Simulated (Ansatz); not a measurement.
NiSi, response to strain

The reference is NiSi (space group Pnma, No. 62; a = 5.105 Å, b = 3.360 Å, c = 5.504 Å; non-magnetic). Axes: x, y, z lie along a, b, c of the conventional cell.

Strains are applied to the cell and any free atomic positions relax; under biaxial strain the out-of-plane vector relaxes too.

Computed with DFT with PBEsol, PAW potentials and a 420 eV plane-wave cutoff in Ansatz (an electronic-structure program), no spin-orbit coupling, earlier PAW set.

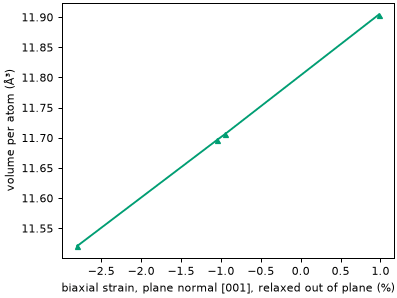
Figure. Volume per atom against biaxial strain, plane normal [001], relaxed out of plane

From the plot, what is the volume per atom for biaxial strain −1.05 %, plane normal [001], relaxed out of plane?

About 11.70 Å³.

Is the trend monotonic over the range shown?

Yes, it rises throughout, spanning 11.52 Å³ to 11.90 Å³.

Without a gap, meshes like the base's 9×14×9 leave anisotropic stresses uncertain by several tenths of a GPa, and small strain energies with them. No phonon test of stability was made. Starting moments died away, wholly or in part, for the base; another magnetic solution may exist. The final runs are not spin-polarised.
